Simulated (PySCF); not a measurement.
**C4H12N2Si (SMILES C=CCN(C)N[SiH3]): density, localisation and related maps**

```xyz
19

C    -1.1335    2.0717   -1.6751
C    -1.2196    1.3136   -0.5995
C    -1.1724   -0.1814   -0.6095
N    -0.2444   -0.6539    0.4099
C    -0.2664   -2.0958    0.5451
N     1.0501   -0.1773    0.1332
Si    2.0254    0.4388    1.4048
H    -1.1811    3.1457   -1.6213
H    -1.0217    1.6496   -2.6611
H    -1.3200    1.7474    0.3848
H    -0.8969   -0.5497   -1.6143
H    -2.1616   -0.5771   -0.3557
H     0.0070   -2.6131   -0.3893
H     0.4415   -2.3793    1.3220
H    -1.2649   -2.4111    0.8424
H     1.4600   -0.5781   -0.7083
H     2.4316   -0.5558    2.4126
H     1.2420    1.4811    2.0599
H     3.2151    0.9340    0.7123
```

Geometry: GFN2-xTB.

The calculation used PySCF 2.14.0, CAM-B3LYP/def2-SVPD, SCF density, gas phase.

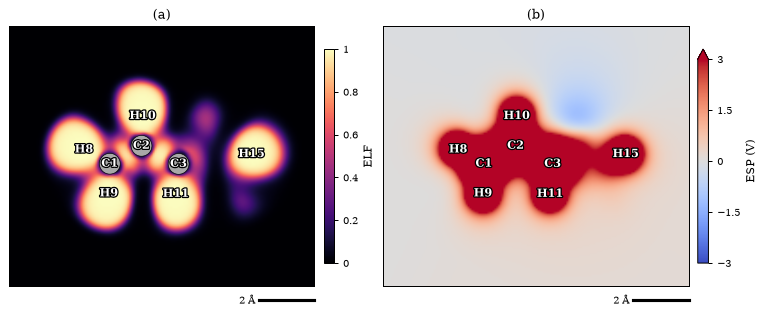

Figure 1. (a) ELF; (b) electrostatic potential on the plane of atoms C1, C2 and C3. Grey discs cover the atomic cores in the ELF map.

> Describe what can be read from this map.

The section cuts through C and H sites. C–C (1.32 Å): the ELF peaks at about 0.95 between the atoms (a short, multiple covalent bond). C–C (1.50 Å): the ELF peaks at about 0.95 between the atoms; localised, covalent bonding. C–H (1.08 Å): the ELF climbs to about 1 towards the hydrogen, as it does in any bond to H; an ordinary covalent bond to hydrogen. Outside the dense part of the molecule the potential is most negative (−1.2 V) near N4, which lies off the plane.

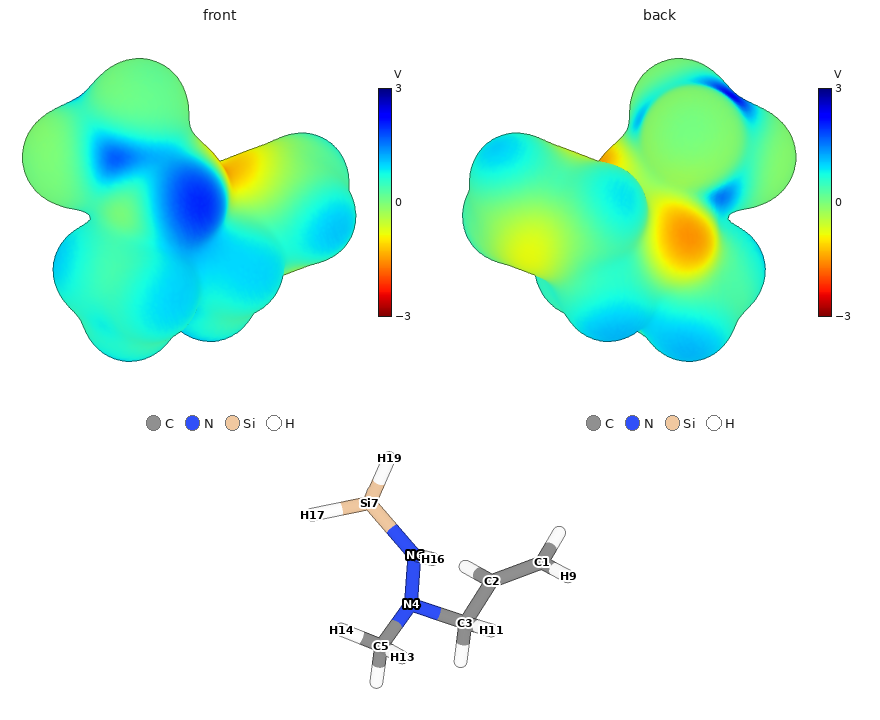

Figure 2. The electrostatic potential painted on the density surface at 0.004 e/bohr³, seen from the front and from behind; red is negative and blue positive. The bare structure is drawn below in the same view.

> Where is the surface potential most negative and most positive?

The most negative region (about −1.4 V, or −32 kcal/mol for a unit charge) lies over N4 and N6, the most positive (about +2.0 V, or +46 kcal/mol for a unit charge) over Si7 and H16.

> How polar is the molecule by this calculation?

Its dipole moment is 1.51 D.
